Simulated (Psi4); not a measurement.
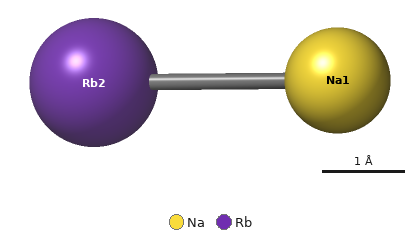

**Figure 1.** The input geometry (ball-and-stick view, seen at a tilt; atoms are numbered from 1 in the order of the input). Sticks mark near contacts. Bond lengths as drawn: Na–Rb 3.28 Å.

NaRb: field calculation

System: NaRb, SMILES [Na][Rb].
Method: r2SCAN50/def2-TZVP, UKS, core potentials def2, in an applied electric field, ddPCM solvent dimethylsulfoxide (Psi4 1.11).

The geometry comes from this level: GFN2-xTB.

Log:
```
Psi4 1.11 release

  PCM or DDX continuum solvation does not make use of molecular symmetry: further calculations in C1 point group.

   => Loading Basis Set <=

    Name: DEF2-TZVP
    Role: ORBITAL
    Keyword: BASIS

    !!!  WARNING: ECP capability is in beta. Please check occupations closely.  !!!

         ---------------------------------------------------------
                                   SCF
                              UKS Reference
                        1 Threads,   1525 MiB Core
         ---------------------------------------------------------

  ==> Geometry <==

    Molecular point group: c1
    Full point group: C_inf_v

    Geometry (in Angstrom), charge = 0, multiplicity = 1:

       Center              X                  Y                   Z               Mass
    ------------   -----------------  -----------------  -----------------  -----------------
         NA           0.000000000000     0.000000000000    -2.579644281624    22.989769282000
         RB           0.000000000000     0.000000000000     0.698435718376    84.911789737900

  Running in c1 symmetry.

  Rotational constants: A = ************  B =      0.08671  C =      0.08671 [cm^-1]
  Rotational constants: A = ************  B =   2599.58017  C =   2599.58017 [MHz]
  Nuclear repulsion =   15.981472037390789

  Charge       = 0
  Multiplicity = 1
  Electrons    = 20
  Nalpha       = 10
  Nbeta        = 10

  ==> Algorithm <==

  SCF Algorithm Type is DF.
  DIIS enabled.
  MOM disabled.
  Fractional occupation disabled.
  Guess Type is SAD.
  Energy threshold   = 1.00e-06
  Density threshold  = 1.00e-06
  Integral threshold = 1.00e-12

  ==> Primary Basis <==

  Basis Set: DEF2-TZVP
    Blend: DEF2-TZVP
    Number of shells: 25
    Number of basis functions: 65
    Number of Cartesian functions: 71
    Spherical Harmonics?: true
    Max angular momentum: 2

  Core potential: DEF2-TZVP
    Number of shells: 4
    Number of ECP primitives: 10
    Number of ECP core electrons: 28
    Max angular momentum: 3

  ==> DFT Potential <==

   => LibXC <=

    Version 7.1.2

   => Composite Functional: R2SCAN50 <=

    R2SCAN50 Hyb-GGA Exchange-Correlation Functional

    Deriv               =              1
    GGA                 =           TRUE
    Meta                =           TRUE

    Exchange Hybrid     =           TRUE
    MP2 Hybrid          =          FALSE

   => Exchange Functionals <=

    0.5000   Re-regularized SCAN exchange by Furness et al

   => Exact (HF) Exchange <=

    0.5000               HF

   => Correlation Functionals <=

    1.0000   Re-regularized SCAN correlation by Furness et al

   => LibXC Density Thresholds  <==

    XC_HYB_MGGA_XC_R2SCAN50:  1.00E-15

   => Molecular Quadrature <=

    Radial Scheme          =       TREUTLER
    Pruning Scheme         =           NONE
    Nuclear Scheme         =       TREUTLER

    Blocking Scheme        =         OCTREE
    BS radius alpha        =              1
    Pruning alpha          =              1
    Radial Points          =             75
    Spherical Points       =            302
    Total Points           =          44055
    Total Blocks           =            492
    Max Points             =            255
    Max Functions          =             64
    Weights Tolerance      =       1.00E-15

   => Loading Basis Set <=

    Name: (DEF2-TZVP AUX)
    Role: JKFIT
    Keyword: DF_BASIS_SCF

  +----------------------------------------------------------------+
  |                                                                |
  |                        888      888 Y8b    d8Y                 |
  |                        888      888  Y8b  d8Y                  |
  |                        888      888   Y8888Y                   |
  |                    .d88888  .d88888    Y88Y                    |
  |                   d88  888 d88  888    d88b                    |
  |                   888  888 888  888   d8888b                   |
  |                   Y88b 888 Y88b 888  d8Y  Y8b                  |
  |                     Y88888   Y88888 d8Y    Y8b                 |
  |                                                                |
  |                              |
  |                         Version: 0.7.0                         |
  |                                                                |
  +----------------------------------------------------------------+
    enable_fmm              = True
    eta                     = 0.1
    fmm_local_lmax          = 6
    fmm_multipole_lmax      = 9
    incore                  = False
    jacobi_n_diis           = 20
    lmax                    = 9
    logfile                 =
    maxiter                 = 100
    n_lebedev               = 302
    n_proc                  = 1
    shift                   = 0.0
    solvent_kappa           = 0.0
    solvent_epsilon         = 46.826
    solvent_epsilon_optical = 2.179
    tol                     = 1e-08

    DDX numerical integration setup:

    dft_block_scheme     = ATOMIC
    dft_nuclear_scheme   = BECKE
    dft_pruning_scheme   = ROBUST
    dft_radial_points    = 35
    dft_radial_scheme    = BECKE
    dft_spherical_points = 110

    Cavity sphere setup (in Angstrom):

    Charge       X            Y            Z          Radius
    ------   ----------   ----------   ----------   ----------
     11.00     0.000000     0.000000    -2.579644     1.640650
      9.00     0.000000     0.000000     0.698436     2.262700

    Cavity sphere setup (in Bohr):

    Charge       X            Y            Z          Radius
    ------   ----------   ----------   ----------   ----------
     11.00     0.000000     0.000000    -4.874821     3.100379
      9.00     0.000000     0.000000     1.319852     4.275883

  ==> Integral Setup <==

  DFHelper Memory: AOs need 0.008 GiB; user supplied 0.952 GiB.
  SCF_SUBTYPE=INCORE selected. In-core MEM_DF algorithm will be used.
  Using in-core AOs.

  ==> MemDFJK: Density-Fitted J/K Matrices <==

    J tasked:                   Yes
    K tasked:                   Yes
    wK tasked:                   No
    Memory [MiB]:               974
    Algorithm:                 Core
    Schwarz Cutoff:           1E-12
    Mask sparsity (%):       0.9467
    Fitting Condition:        1E-10

   => Auxiliary Basis Set <=

  Basis Set: (DEF2-TZVP AUX)
    Blend: DEF2-UNIVERSAL-JKFIT
    Number of shells: 65
    Number of basis functions: 223
    Number of Cartesian functions: 276
    Spherical Harmonics?: true
    Max angular momentum: 4

  Cached 100.0% of DFT collocation blocks in 0.166 [GiB].

  Perturbing V by 0.001000 mu(x).
  Minimum eigenvalue in the overlap matrix is 8.3998255637E-04.
  Reciprocal condition number of the overlap matrix is 2.0223686056E-04.
    Using symmetric orthogonalization.

  ==> Pre-Iterations <==

  SCF Guess: Superposition of Atomic Densities via on-the-fly atomic UHF (no occupation information).

   -------------------------
    Irrep   Nso     Nmo
   -------------------------
     A         65      65
   -------------------------
    Total      65      65
   -------------------------

  ==> Iterations <==

                           Total Energy        Delta E     RMS |[F,P]|

   @DF-UKS iter SAD:  -185.80249651772453   -1.85802e+02   0.00000e+00
   @DF-UKS iter   1:  -257.48657461546713   -7.16841e+01   5.57833e-01 ADIIS
   @DF-UKS iter   2:  -409.72037858600197   -1.52234e+02   9.59371e-01 ADIIS
   @DF-UKS iter   3:  -472.39034790570929   -6.26700e+01   1.20172e-01 ADIIS
   @DF-UKS iter   4:  -478.55323111070066   -6.16288e+00   1.10880e-01 ADIIS
   @DF-UKS iter   5:  -479.28313511627152   -7.29904e-01   3.14800e-02 ADIIS/DIIS
   @DF-UKS iter   6:  -479.52297045116586   -2.39835e-01   3.01111e-02 ADIIS/DIIS
   @DF-UKS iter   7:  -479.59242649054147   -6.94560e-02   5.07077e-03 ADIIS/DIIS
   @DF-UKS iter   8:  -479.60230615078819   -9.87966e-03   3.29308e-03 ADIIS/DIIS
   @DF-UKS iter   9:  -479.60343475522023   -1.12860e-03   2.71191e-04 ADIIS/DIIS
   @DF-UKS iter  10:  -479.60345609328027   -2.13381e-05   2.43126e-06 DIIS
   @DF-UKS iter  11:  -479.60347263795035   -1.65447e-05   1.51109e-06 DIIS
   @DF-UKS iter  12:  -479.60350523808177   -3.26001e-05   5.56350e-07 DIIS
   @DF-UKS iter  13:  -479.60348075228967    2.44858e-05   4.13396e-07 DIIS
   @DF-UKS iter  14:  -479.60345182939204    2.89229e-05   1.83489e-07 DIIS
   @DF-UKS iter  15:  -479.60347015046318   -1.83211e-05   1.92976e-07 DIIS
   @DF-UKS iter  16:  -479.60346717355924    2.97690e-06   3.05304e-07 DIIS
   @DF-UKS iter  17:  -479.60347595709811   -8.78354e-06   1.72456e-07 DIIS
   @DF-UKS iter  18:  -479.60346880248966    7.15461e-06   1.44621e-07 DIIS
   @DF-UKS iter  19:  -479.60346569128529    3.11120e-06   2.75362e-07 DIIS
   @DF-UKS iter  20:  -479.60348157543405   -1.58841e-05   2.55979e-07 DIIS
   @DF-UKS iter  21:  -479.60346332633458    1.82491e-05   1.28336e-07 DIIS
   @DF-UKS iter  22:  -479.60348401543655   -2.06891e-05   2.16447e-07 DIIS
   @DF-UKS iter  23:  -479.60347656750025    7.44794e-06   2.26756e-07 DIIS
   @DF-UKS iter  24:  -479.60348162909071   -5.06159e-06   1.33534e-07 DIIS
   @DF-UKS iter  25:  -479.60352540430108   -4.37752e-05   3.32395e-07 DIIS
   @DF-UKS iter  26:  -479.60347631129878    4.90930e-05   2.10591e-07 DIIS
   @DF-UKS iter  27:  -479.60347775597012   -1.44467e-06   1.44619e-07 DIIS
   @DF-UKS iter  28:  -479.60347685163163    9.04338e-07   1.87372e-07 DIIS
  Energy and wave function converged.

  ==> Post-Iterations <==

   Electrons on quadrature grid:
      Nalpha   =    9.9999999210 ; deviation = -7.902e-08
      Nbeta    =    9.9999999210 ; deviation = -7.902e-08
      Ntotal   =   19.9999998420 ; deviation = -1.580e-07

   @Spin Contamination Metric:   8.881784197E-14
   @S^2 Expected:                0.000000000E+00
   @S^2 Observed:                8.881784197E-14
   @S   Expected:                0.000000000E+00
   @S   Observed:                0.000000000E+00

    Orbital Energies [Eh]
    ---------------------

    Alpha Occupied:

       1A    -92.371231     2A    -29.150451     3A    -29.150427
       4A    -17.917957     5A    -17.372387     6A     -1.338428
       7A     -0.895040     8A     -0.574104     9A     -0.574082
      10A     -0.550314

    Alpha Virtual:

      11A     -0.224041    12A      0.034157    13A      0.034181
      14A      0.096089    15A      0.264067    16A      0.365872
      17A      0.365901    18A      0.578562    19A      0.747181
      20A      0.925107    21A      0.925132    22A      1.397037
      23A      1.807817    24A      1.839908    25A      1.878258
      26A      1.878293    27A      2.003290    28A      2.029672
      29A      2.545160    30A      2.768567    31A      2.768570
      32A      3.321291    33A      3.889680    34A      6.798894
      35A      6.798896    36A      6.932184    37A     10.705731
      38A     10.705732    39A     10.715705    40A     15.599244
      41A     16.164743    42A     16.164743    43A     16.214553
      44A     19.102048    45A     20.340612    46A     20.340612
      47A     21.161224    48A     23.870488    49A     24.292840
      50A     27.087788    51A     27.185728    52A     30.591240
      53A     30.745444    54A     36.840509    55A     36.840511
      56A     39.124004    57A     42.105932    58A     48.882173
      59A     48.882182    60A     49.304977    61A     51.119440
      62A     52.952641    63A     52.952642    64A     76.485743
      65A    187.834629

    Beta Occupied:

       1A    -92.371231     2A    -29.150451     3A    -29.150427
       4A    -17.917957     5A    -17.372387     6A     -1.338428
       7A     -0.895040     8A     -0.574104     9A     -0.574082
      10A     -0.550314

    Beta Virtual:

      11A     -0.224041    12A      0.034157    13A      0.034181
      14A      0.096089    15A      0.264067    16A      0.365872
      17A      0.365901    18A      0.578562    19A      0.747181
      20A      0.925107    21A      0.925132    22A      1.397037
      23A      1.807817    24A      1.839908    25A      1.878258
      26A      1.878293    27A      2.003290    28A      2.029672
      29A      2.545160    30A      2.768567    31A      2.768570
      32A      3.321291    33A      3.889680    34A      6.798894
      35A      6.798896    36A      6.932184    37A     10.705731
      38A     10.705732    39A     10.715705    40A     15.599244
      41A     16.164743    42A     16.164743    43A     16.214553
      44A     19.102048    45A     20.340612    46A     20.340612
      47A     21.161224    48A     23.870488    49A     24.292840
      50A     27.087788    51A     27.185728    52A     30.591240
      53A     30.745444    54A     36.840509    55A     36.840511
      56A     39.124004    57A     42.105932    58A     48.882173
      59A     48.882182    60A     49.304977    61A     51.119440
      62A     52.952641    63A     52.952642    64A     76.485743
      65A    187.834629

    Final Occupation by Irrep:
              A
    DOCC [    10 ]
    SOCC [     0 ]
    NA   [    10 ]
    NB   [    10 ]

  @DF-UKS Final Energy:  -479.60347685163163

   => Energetics <=

    Nuclear Repulsion Energy =             15.9814720373907893
    One-Electron Energy =                -168.2452898819932159
    Two-Electron Energy =                  31.5906740253758898
    DFT Exchange-Correlation Energy =      -4.8307180187852339
    Empirical Dispersion Energy =           0.0000000000000000
    VV10 Nonlocal Energy =                  0.0000000000000000
    DD Solvation Energy =               -354.0996150136198821
    Total Energy =                       -479.6034768516316262

  UHF NO Occupations:
  HONO-2 :    8  A 2.0000000
  HONO-1 :    9  A 2.0000000
  HONO-0 :   10  A 2.0000000
  LUNO+0 :   11  A 0.0000000
  LUNO+1 :   12  A 0.0000000
  LUNO+2 :   13  A 0.0000000
  LUNO+3 :   14  A 0.0000000

Computation Completed

Properties will be evaluated at   0.000000,   0.000000,   0.000000 [a0]

Properties computed using the SCF density matrix

 Multipole Moments:

 ------------------------------------------------------------------------------------
     Multipole            Electronic (a.u.)      Nuclear  (a.u.)        Total (a.u.)
 ------------------------------------------------------------------------------------

 L = 1.  Multiply by 2.5417464519 to convert [e a0] to [Debye]
 Dipole X            :         -0.1631463            0.0000000           -0.1631463
 Dipole Y            :         -0.0000000            0.0000000           -0.0000000
 Dipole Z            :        -44.6677376          -41.7443631          -86.4121008
 Magnitude           :                                                   86.4122548

 ------------------------------------------------------------------------------------

	total time  =         16 seconds =       0.27 minutes

    Psi4 run time: 0:00:16.62
```

The run was set up as follows.

The input (calc.dat):
```
memory 1.6 GB

molecule {
  Na
  Rb 1 r2

  r2 = 3.27808
  symmetry c1
  no_reorient
  no_com
}

set {
  reference uks
  scf_type df
  perturb_h true
  perturb_with dipole
  perturb_dipole [0.001, 0.0, 0.0]
  ddx true
  ddx_model pcm
  ddx_solvent dimethylsulfoxide
  ddx_radii_set uff
}

e_tot, wfn = energy('r2scan50/def2-TZVP', return_wfn=True)
```

Run as:
```bash
psi4 -n 1 calc.dat calc.out
```

Key numbers:

- outcome: converged
- total energy: −479.603477 hartree
- solvation energy: −354.099615 hartree
- basis functions: 65
- HOMO: −14.97 eV
- LUMO: −6.10 eV
- dipole moment: 219.64 D
- hardware: 1 thread of Intel Xeon (Sapphire Rapids), 16 GiB of memory available, shared host
- wall time: 18 s
- peak memory: 0.38 GiB
